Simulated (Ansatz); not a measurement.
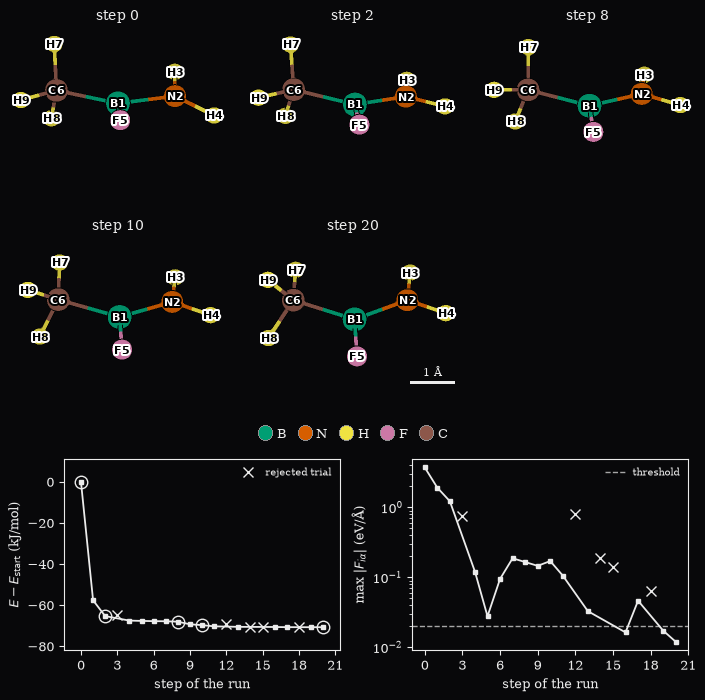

Frames of a relaxation of CH₅BFN, marked on the history of the run. The picture is a ball-and-stick view, seen from a free direction.

The run prepares the start of a later molecular dynamics calculation, from a guessed geometry.

Theory: RKS BHLYP-D4/6-31G* in Ansatz 0.2.0. Set-up: no spin polarisation; force threshold 0.02 eV/Å; at most 40 steps.

> Describe the path.

After 15 accepted moves (20 points after the start) the energy has fallen by 70.6 kJ/mol. Largest force component: 3.7 eV/Å at the start, 0.012 eV/Å at the end. The line search rejected the trial steps at points 3, 12, 14, 15, 18 of the run. The forces were under the threshold at step 16, but the run went on from there. The largest move after the best rigid fit is that of H9, 0.75 Å. Largest moves by element: H 0.75 Å, F 0.72 Å, B 0.22 Å, N 0.19 Å, C 0.05 Å. Some distances before and after: B1–N2 1.550 → 1.394 Å, N2–H3 1.060 → 1.000 Å, B1–C6 1.600 → 1.569 Å, C6–H7 1.110 → 1.087 Å. Among the angles between lasting bonds that change: H3–N2–H4 120.0° → 114.4°, B1–C6–H7 109.5° → 113.7°, N2–B1–C6 120.0° → 124.0°. Groups turn about B1–C6 by about 60°. From step 0 to 2: H4 moves most (0.25 Å), energy −65.2 kJ/mol. From step 2 to 8: H8 moves most (0.21 Å), energy −2.71 kJ/mol. From step 8 to 10: H8 moves most (0.26 Å), energy −1.67 kJ/mol. From step 10 to 20: H atoms move most (0.25 Å), energy −1.02 kJ/mol.
